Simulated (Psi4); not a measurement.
**Run report: AlH4 (charge −1), property calculation**

- system: AlH4, charge −1
- method: BP86/cc-pVTZ, RKS (Psi4 1.11)

The geometry comes from this level: GFN2-xTB.

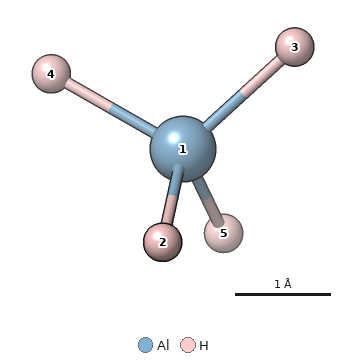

*The structure as given in the input (ball-and-stick view, seen at an oblique angle; atoms are numbered from 1 in the order of the input). Sticks mark near contacts.*

Bond lengths as drawn: Al–H 1.63 Å.

The input (calc.dat):
```
memory 1.6 GB

molecule m {
  -1 1
  Al    -0.000020     0.000060    -0.001080
  H      1.443510    -0.504270     0.556410
  H     -1.182970    -0.604500     0.939130
  H     -0.203840    -0.517130    -1.530710
  H     -0.056670     1.625850     0.036250
  symmetry c1
}

set {
  basis                cc-pVTZ
  puream               true
  scf_type             pk
  dft_radial_points    99
  dft_spherical_points 590
}

energy_value, wavefunction = energy('bp86', return_wfn=True)
oeprop(wavefunction, 'DIPOLE', 'QUADRUPOLE', 'MULLIKEN_CHARGES', 'LOWDIN_CHARGES', title='BP86')
print_variables()
```

Run on 1 thread of AMD EPYC (Zen 5), 64 GiB of memory available, shared host.

Command:
```bash
psi4 -n 1 calc.dat calc.out
```

Log:
```
Psi4 1.11 release

   => Loading Basis Set <=

    Name: CC-PVTZ
    Role: ORBITAL
    Keyword: BASIS

         ---------------------------------------------------------
                                   SCF
                              RKS Reference
                        1 Threads,   1525 MiB Core
         ---------------------------------------------------------

  ==> Geometry <==

    Molecular point group: c1
    Full point group: C1

    Geometry (in Angstrom), charge = -1, multiplicity = 1:

       Center              X                  Y                   Z               Mass
    ------------   -----------------  -----------------  -----------------  -----------------
         AL          -0.000003574673     0.000009424138    -0.000175483942    26.981538530000
         H            1.443526425327    -0.504320575862     0.557314516058     1.007825032230
         H           -1.182953574673    -0.604550575862     0.940034516058     1.007825032230
         H           -0.203823574673    -0.517180575862    -1.529805483942     1.007825032230
         H           -0.056653574673     1.625799424138     0.037154516058     1.007825032230

  Running in c1 symmetry.

  Rotational constants: A =      2.37020  B =      2.36768  C =      2.36687 [cm^-1]
  Rotational constants: A =  71056.81691  B =  70981.25435  C =  70956.97818 [MHz]
  Nuclear repulsion =   18.102884358391940

  Charge       = -1
  Multiplicity = 1
  Electrons    = 18
  Nalpha       = 9
  Nbeta        = 9

  ==> Algorithm <==

  SCF Algorithm Type is PK.
  DIIS enabled.
  MOM disabled.
  Fractional occupation disabled.
  Guess Type is SAD.
  Energy threshold   = 1.00e-06
  Density threshold  = 1.00e-06
  Integral threshold = 1.00e-12

  ==> Primary Basis <==

  Basis Set: CC-PVTZ
    Blend: CC-PVTZ
    Number of shells: 36
    Number of basis functions: 90
    Number of Cartesian functions: 99
    Spherical Harmonics?: true
    Max angular momentum: 3

  ==> DFT Potential <==

   => LibXC <=

    Version 7.1.2

   => Composite Functional: BP86 <=

    BP86 GGA Exchange-Correlation Functional

    Deriv               =              1
    GGA                 =           TRUE
    Meta                =          FALSE

    Exchange Hybrid     =          FALSE
    MP2 Hybrid          =          FALSE

   => Exchange Functionals <=

    1.0000     XC_GGA_X_B88

   => Correlation Functionals <=

    1.0000     XC_GGA_C_P86

   => LibXC Density Thresholds  <==

    XC_GGA_C_P86:  1.00E-15
    XC_GGA_X_B88:  1.00E-15

   => Molecular Quadrature <=

    Radial Scheme          =       TREUTLER
    Pruning Scheme         =           NONE
    Nuclear Scheme         =       TREUTLER

    Blocking Scheme        =         OCTREE
    BS radius alpha        =              1
    Pruning alpha          =              1
    Radial Points          =             99
    Spherical Points       =            590
    Total Points           =         280823
    Total Blocks           =           2069
    Max Points             =            256
    Max Functions          =             90
    Weights Tolerance      =       1.00E-15

  ==> Integral Setup <==

  Using in-core PK algorithm.
   Calculation information:
      Number of atoms:                   5
      Number of AO shells:              36
      Number of primitives:             92
      Number of atomic orbitals:        99
      Number of basis functions:        90

      Integral cutoff                 1.00e-12
      Number of threads:                 1

  Performing in-core PK
  Using 16773120 doubles for integral storage.
  We computed 221779 shell quartets total.
  Whereas there are 222111 unique shell quartets.

  ==> DiskJK: Disk-Based J/K Matrices <==

    J tasked:                  Yes
    K tasked:                   No
    wK tasked:                  No
    Memory [MiB]:              500
    Schwarz Cutoff:          1E-12

  Cached 50.0% of DFT collocation blocks in 0.319 [GiB].

  Minimum eigenvalue in the overlap matrix is 3.6442789153E-03.
  Reciprocal condition number of the overlap matrix is 7.2193193135E-04.
    Using symmetric orthogonalization.

  ==> Pre-Iterations <==

  SCF Guess: Superposition of Atomic Densities via on-the-fly atomic UHF (no occupation information).

   -------------------------
    Irrep   Nso     Nmo
   -------------------------
     A         90      90
   -------------------------
    Total      90      90
   -------------------------

  ==> Iterations <==

                        Total Energy        Delta E     RMS |[F,P]|

   @RKS iter SAD:  -244.40250295637017   -2.44403e+02   0.00000e+00
   @RKS iter   1:  -244.74632785957320   -3.43825e-01   4.24858e-03 ADIIS/DIIS
   @RKS iter   2:  -244.80808053733548   -6.17527e-02   3.42727e-03 ADIIS/DIIS
   @RKS iter   3:  -244.87738812862929   -6.93076e-02   3.22191e-04 ADIIS/DIIS
   @RKS iter   4:  -244.87783708386439   -4.48955e-04   3.98652e-05 DIIS
   @RKS iter   5:  -244.87784934843194   -1.22646e-05   7.05434e-06 DIIS
   @RKS iter   6:  -244.87784968251231   -3.34080e-07   1.72661e-06 DIIS
   @RKS iter   7:  -244.87784970381631   -2.13040e-08   2.88661e-08 DIIS
  Energy and wave function converged.

  ==> Post-Iterations <==

   Electrons on quadrature grid:
      Ntotal   =   18.0000000253 ; deviation = 2.534e-08

    Orbital Energies [Eh]
    ---------------------

    Doubly Occupied:

       1A    -55.174961     2A     -3.679131     3A     -2.281261
       4A     -2.281257     5A     -2.281252     6A     -0.162409
       7A     -0.042150     8A     -0.041992     9A     -0.041906

    Virtual:

      10A      0.203183    11A      0.203246    12A      0.203366
      13A      0.269624    14A      0.310759    15A      0.313785
      16A      0.313792    17A      0.329699    18A      0.329748
      19A      0.329780    20A      0.441695    21A      0.441769
      22A      0.441868    23A      0.590084    24A      0.620137
      25A      0.620238    26A      0.620352    27A      0.769565
      28A      0.769618    29A      0.769810    30A      0.856890
      31A      0.856898    32A      0.940281    33A      0.940297
      34A      0.940396    35A      0.972154    36A      0.972218
      37A      0.972310    38A      1.114494    39A      1.232773
      40A      1.232931    41A      1.305875    42A      1.306054
      43A      1.306102    44A      1.318060    45A      1.319232
      46A      1.319643    47A      1.409990    48A      1.647820
      49A      1.647914    50A      1.648100    51A      2.257049
      52A      2.279189    53A      2.279395    54A      2.279619
      55A      2.847462    56A      2.847919    57A      2.848882
      58A      3.290503    59A      3.326661    60A      3.326675
      61A      3.326704    62A      3.352364    63A      3.352373
      64A      3.468504    65A      3.468717    66A      3.469390
      67A      3.567411    68A      3.567524    69A      3.567572
      70A      3.596028    71A      3.620198    72A      3.620671
      73A      3.620843    74A      3.658966    75A      3.659091
      76A      3.890092    77A      3.890595    78A      3.890723
      79A      4.027224    80A      4.028174    81A      4.028541
      82A      4.171516    83A      4.171703    84A      4.193315
      85A      4.193552    86A      4.193878    87A      4.598056
      88A      4.598488    89A      4.599040    90A      4.678408

    Final Occupation by Irrep:
              A
    DOCC [     9 ]
    NA   [     9 ]
    NB   [     9 ]

  @RKS Final Energy:  -244.87784970381631

   => Energetics <=

    Nuclear Repulsion Energy =             18.1028843583919397
    One-Electron Energy =                -379.5340063607107481
    Two-Electron Energy =                 136.8564206900525733
    DFT Exchange-Correlation Energy =     -20.3031483915500530
    Empirical Dispersion Energy =           0.0000000000000000
    VV10 Nonlocal Energy =                  0.0000000000000000
    Total Energy =                       -244.8778497038163096

Computation Completed

Properties will be evaluated at   0.000000,   0.000000,   0.000000 [a0]

Properties computed using the SCF density matrix

 Multipole Moments:

 ------------------------------------------------------------------------------------
     Multipole            Electronic (a.u.)      Nuclear  (a.u.)        Total (a.u.)
 ------------------------------------------------------------------------------------

 L = 1.  Multiply by 2.5417464519 to convert [e a0] to [Debye]
 Dipole X            :         -0.0001782            0.0000930           -0.0000852
 Dipole Y            :          0.0006015           -0.0002453            0.0003562
 Dipole Z            :         -0.0079110            0.0045670           -0.0033439
 Magnitude           :                                                    0.0033639

 ------------------------------------------------------------------------------------

	total time  =          6 seconds =       0.10 minutes

Properties will be evaluated at   0.000000,   0.000000,   0.000000 [a0]

Properties computed using the BP86 density matrix

 Multipole Moments:

 ------------------------------------------------------------------------------------
     Multipole            Electronic (a.u.)      Nuclear  (a.u.)        Total (a.u.)
 ------------------------------------------------------------------------------------

 L = 1.  Multiply by 2.5417464519 to convert [e a0] to [Debye]
 Dipole X            :         -0.0001782            0.0000930           -0.0000852
 Dipole Y            :          0.0006015           -0.0002453            0.0003562
 Dipole Z            :         -0.0079110            0.0045670           -0.0033439
 Magnitude           :                                                    0.0033639

 L = 2.  Multiply by 1.3450342976 to convert [e a0^2] to [Debye ang]
 Quadrupole XX       :        -31.4171750           12.5983645          -18.8188105
 Quadrupole XY       :         -0.0020969            0.0016478           -0.0004491
 Quadrupole XZ       :         -0.0089580            0.0078083           -0.0011498
 Quadrupole YY       :        -31.4264397           12.6077164          -18.8187234
 Quadrupole YZ       :         -0.0085215            0.0079558           -0.0005656
 Quadrupole ZZ       :        -31.4492308           12.6271068          -18.8221240
 Traceless XX        :          0.0137735           -0.0126980            0.0010755
 Traceless YY        :          0.0045088           -0.0033462            0.0011626
 Traceless ZZ        :         -0.0182823            0.0160442           -0.0022381

 ------------------------------------------------------------------------------------
  Mulliken Charges: (a.u.)
   Center  Symbol    Alpha    Beta     Spin     Total
       1    AL     6.58709  6.58709  0.00000 -0.17419
       2     H     0.60324  0.60324  0.00000 -0.20648
       3     H     0.60323  0.60323  0.00000 -0.20647
       4     H     0.60325  0.60325  0.00000 -0.20651
       5     H     0.60318  0.60318  0.00000 -0.20636

   Total alpha =  9.00000, Total beta =  9.00000, Total charge = -1.00000

  Lowdin Charges: (a.u.)
   Center  Symbol    Alpha    Beta     Spin     Total
       1    AL     6.66409  6.66409  0.00000 -0.32818
       2     H     0.58397  0.58397  0.00000 -0.16795
       3     H     0.58397  0.58397  0.00000 -0.16794
       4     H     0.58399  0.58399  0.00000 -0.16797
       5     H     0.58398  0.58398  0.00000 -0.16796

  Total alpha =  9.00000, Total beta =  9.00000, Total charge = -1.00000

  Variable Map:
  ----------------------------------------------------------------------------
  "CURRENT ENERGY"              =>    -244.877849703816
  "CURRENT REFERENCE ENERGY"    =>    -244.877849703816
  "DD SOLVATION ENERGY"         =>       0.000000000000
  "DFT FUNCTIONAL TOTAL ENERGY" =>    -244.877849703816
  "DFT TOTAL ENERGY"            =>    -244.877849703816
  "DFT VV10 ENERGY"             =>       0.000000000000
  "DFT XC ENERGY"               =>     -20.303148391550
  "GRID ELECTRONS ALPHA"        =>       9.000000012668
  "GRID ELECTRONS BETA"         =>       9.000000012668
  "GRID ELECTRONS TOTAL"        =>      18.000000025336
  "NUCLEAR REPULSION ENERGY"    =>      18.102884358392
  "ONE-ELECTRON ENERGY"         =>    -379.534006360711
  "PCM POLARIZATION ENERGY"     =>       0.000000000000
  "PE ENERGY"                   =>       0.000000000000
  "SCF ITERATION ENERGY"        =>    -244.877849703816
  "SCF ITERATIONS"              =>       7.000000000000
  "SCF TOTAL ENERGY"            =>    -244.877849703816
  "TWO-ELECTRON ENERGY"         =>     136.856420690053
  "XC GRID RADIAL POINTS"       =>      99.000000000000
  "XC GRID SPHERICAL POINTS"    =>     590.000000000000
  "XC GRID TOTAL POINTS"        =>  280823.000000000000

  Array Variable Map:
  ----------------------------------------------------------------------------
  "BP86 DIPOLE"                 =>      -0.000085162770 ... -0.003343919168 1 by 3
  "BP86 QUADRUPOLE"             =>     -18.818810472319 ... -18.822124009321 1 by 6
  "CURRENT DIPOLE"              =>      -0.000085162770 ... -0.003343919168 1 by 3
  "SCF DIPOLE"                  =>      -0.000085162770 ... -0.003343919168 1 by 3
  "SCF TOTAL ENERGIES"          =>    -244.402502956370 ... -244.877849703816 1 by 8

    Psi4 run time: 0:00:05.43
```

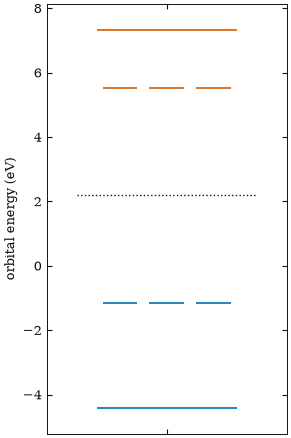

*Orbital energies near the frontier; the dotted line parts filled from empty levels, and levels within 0.02 eV of each other stand side by side.*

Highest filled −1.14 eV, lowest empty 5.53 eV, 6.67 eV apart.

Summary:

- outcome: converged
- total energy: −244.877850 hartree
- basis functions: 90
- HOMO: −1.14 eV
- LUMO: 5.53 eV
- wall time: 6.6 s
- peak memory: 0.86 GiB
